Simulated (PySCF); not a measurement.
C$_{8}$H$_{4}$Si (Si(CCH)4)

```xyz
13

Si   -0.0013   -0.0048    0.0017
C     0.0041   -0.0103    1.8304
C     0.0132   -0.0140    3.0465
H     0.0201   -0.0176    4.1223
C     1.7208   -0.0148   -0.6121
C     2.8666   -0.0219   -1.0196
H     3.8804   -0.0286   -1.3794
C    -0.8523    1.4979   -0.6010
C    -1.4151    2.4991   -1.0008
H    -1.9134    3.3849   -1.3534
C    -0.8746   -1.4899   -0.6119
C    -1.4537   -2.4783   -1.0200
H    -1.9643   -3.3539   -1.3804
```

Geometry: PBE0-D3(BJ)/def2-SVP.

Method: PySCF, PBE0/pcSseg-1, SCF density, gas phase, non-relativistic.

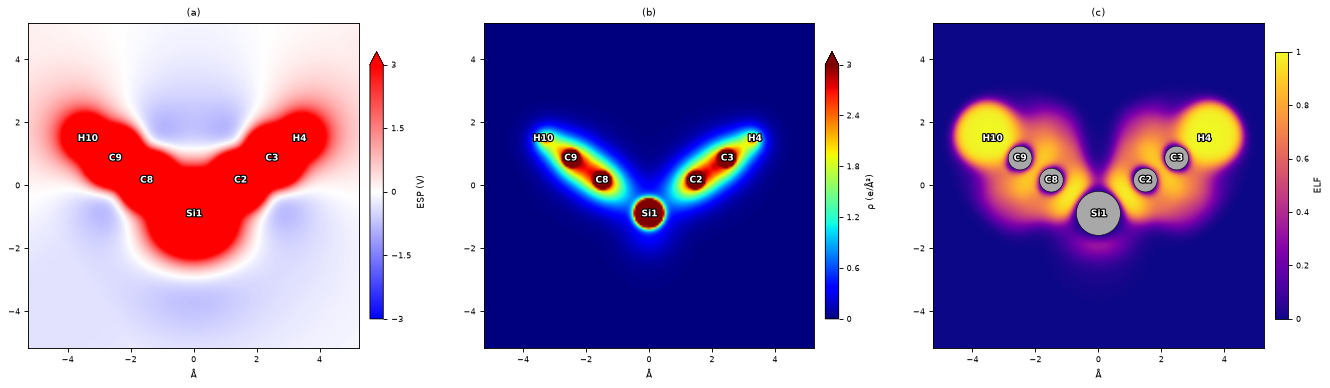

Figure 1. (a) electrostatic potential; (b) total electron density; (c) electron localisation function on the plane of atoms C2, Si1 and C8. Grey discs cover the atomic cores in the ELF map.

Q: Read the bonding off the picture.

A: The plane passes through Si, C and H nuclei.
C–C (1.22 Å): ρ at the midpoint is about 2.7 e/Å³; the ELF peaks at about 0.85 between the atoms: a short, multiple covalent bond.
C–Si (1.83 Å): ρ is about 0.97 e/Å³ halfway; the ELF peaks at about 0.95 between the atoms: a shared electron pair.
C–H (1.08 Å): ρ at the midpoint is about 2.1 e/Å³; the ELF climbs to about 1 towards the hydrogen, as it does in any bond to H (an ordinary covalent bond to hydrogen).
Outside the dense part of the molecule the potential is most negative (−0.9 V) near C2 and C8.

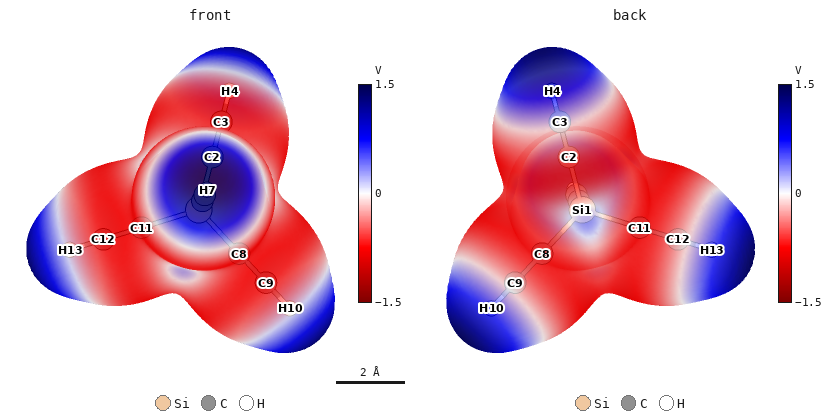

Figure 2. The electrostatic potential painted on the density surface at 0.001 e/bohr³, seen from the front and from behind; red is negative and blue positive.

Q: Where is the surface potential most negative and most positive?

A: The most negative region (about −0.8 V, or −18 kcal/mol for a unit charge) lies over the C atoms, the most positive (about +1.4 V, or +32 kcal/mol for a unit charge) over H4, H7, H10 and H13.

Q: How polar is the molecule by this calculation?

A: Its dipole moment is zero.
